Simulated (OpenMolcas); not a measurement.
# How basis sets differ on GaHBr (SMILES [GaH][Br])

The species is GaHBr (3 atoms), meant as a doublet with charge 0. As SMILES, `[GaH][Br]`. The shape comes from GFN2-xTB, which is rough for such elements, and wasn't checked as a minimum.

```jsonl
{"atom": "Ga", "x (Å)": "-0.4938", "y (Å)": "0.5984", "z (Å)": "-0.2250"}
{"atom": "Br", "x (Å)": "1.5828", "y (Å)": "0.4658", "z (Å)": "0.9238"}
{"atom": "H", "x (Å)": "-1.0890", "y (Å)": "-1.0643", "z (Å)": "-0.6988"}
```

Each level gives the dipole moment (D). The values are calculated.

```csv
level,kind,program,value (D),CPU time
UHF/ANO-S-MB,Hartree–Fock,OpenMolcas,3.19,5.6 s
UHF/STO-3G,Hartree–Fock,OpenMolcas,1.68,4.4 s
UHF/3-21G,Hartree–Fock,OpenMolcas,3.16,2.4 s
UHF/def2-SVP,Hartree–Fock,OpenMolcas,2.57,5.5 s
```

All-electron rows without a relativistic Hamiltonian named are non-relativistic. The values span 1.68 to 3.19 D. Sets without polarisation functions give poor dipoles. Times are those of the runs behind each value, whatever else they computed, on shared processors of several kinds: orders of magnitude only.

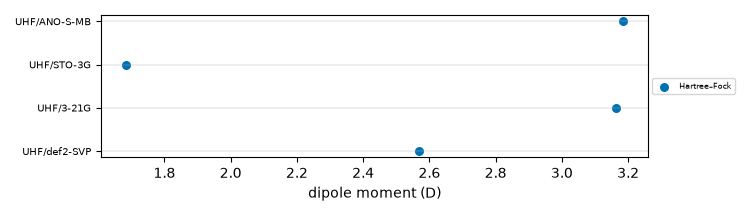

The values of the table, level by level.
